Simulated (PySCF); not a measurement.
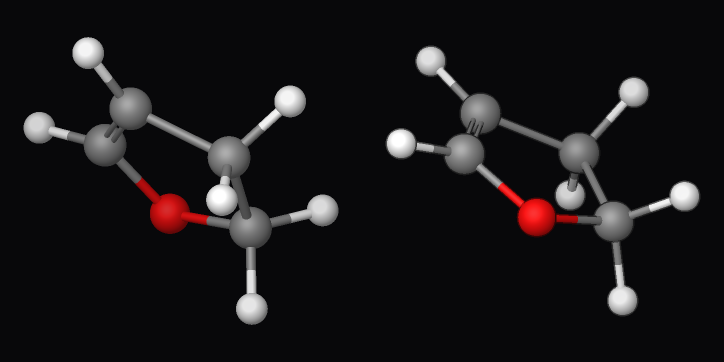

The same structure drawn twice, from different directions. Colours: carbon grey, oxygen red, hydrogen white.

The computed structure is the end point of a PBE0-D3(BJ)/def2-SVP optimisation. No frequency run is at hand to confirm it as a minimum.

**Count the atoms of each element.**

C4H6O, 11 atoms: 4 carbon, 6 hydrogen and 1 oxygen.

**Name functional groups in it.**

Among them: ether, alkene.

**Count the bonded pairs by element.**

6 C–H, 3 C–C, 2 C–O.

**What is its SMILES?**

C1=COCC1

More results for the same structure follow; atom numbers are the same in all pictures, views and colours differ.

**Polarisability**

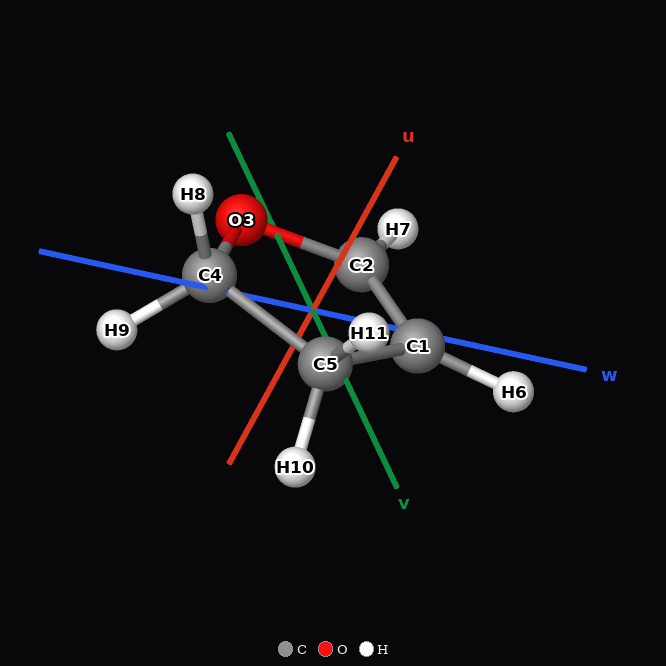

The lines u, v and w are the principal axes of the static dipole polarisability. No frequency run is at hand to confirm it as a minimum. Method: B3LYP/def2-SVPD (PySCF 2.14.0).

**Along which axis is the molecule most polarisable, and along which least?**

Most along v (nearly parallel to the C1–C2 bond), least along u.

**Give the three principal values.**

u 39.4, v 56.4, w 53.5 bohr³; mean 49.8, anisotropy 15.8 bohr³.

**Excitation**

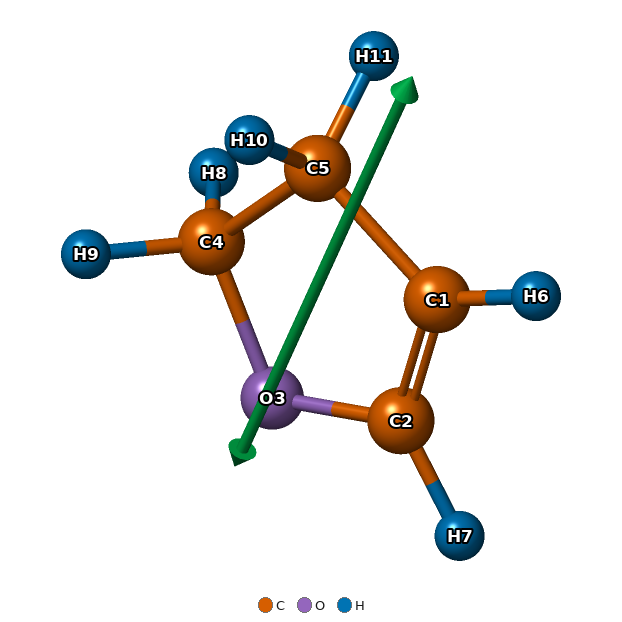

The double arrow shows the direction of the transition dipole to excited singlet state 2 (its length means nothing). No frequency run is at hand to confirm it as a minimum. Method: TDDFT B3LYP/def2-SVPD, vertical, gas phase, core orbitals frozen in the response (PySCF 2.14.0).

**How is the transition polarised?**

Nearly parallel to the C1–C2 bond.

**Give its energy, strength and character.**

6.04 eV (205 nm), oscillator strength 0.14, mainly HOMO → LUMO (weight 0.88); transition dipole 2.43 D.

**Charges**

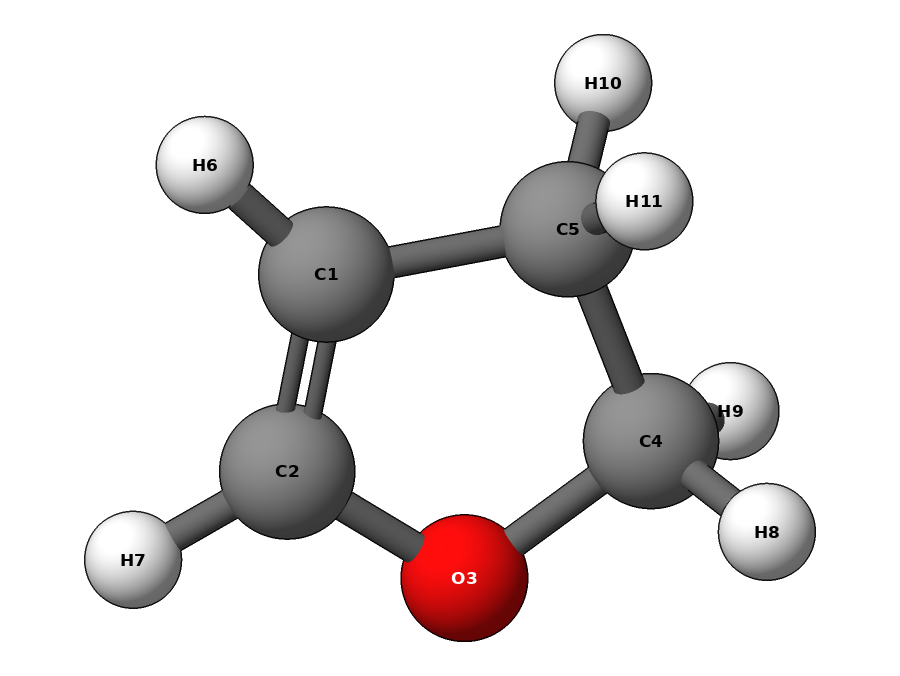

The questions are on Mulliken charges. No frequency run is at hand to confirm it as a minimum. Properties computed with PBE0/pcSseg-1, gas phase (PySCF 2.14.0).

**Which atom carries the highest charge (most positive or least negative)?**

C2 (0.19 e).

**And the lowest?**

O3 (−0.47 e).

List the Mulliken charges.

| atom | value (e) |
| --- | --- |
| C1 | −0.30 |
| C2 | 0.19 |
| O3 | −0.47 |
| C4 | 0.07 |
| C5 | −0.23 |
| H6 | 0.10 |
| H7 | 0.11 |
| H8 | 0.12 |
| H9 | 0.12 |
| H10 | 0.14 |
| H11 | 0.14 |

Mulliken values depend strongly on the basis set and can even reverse the polarity of a bond.
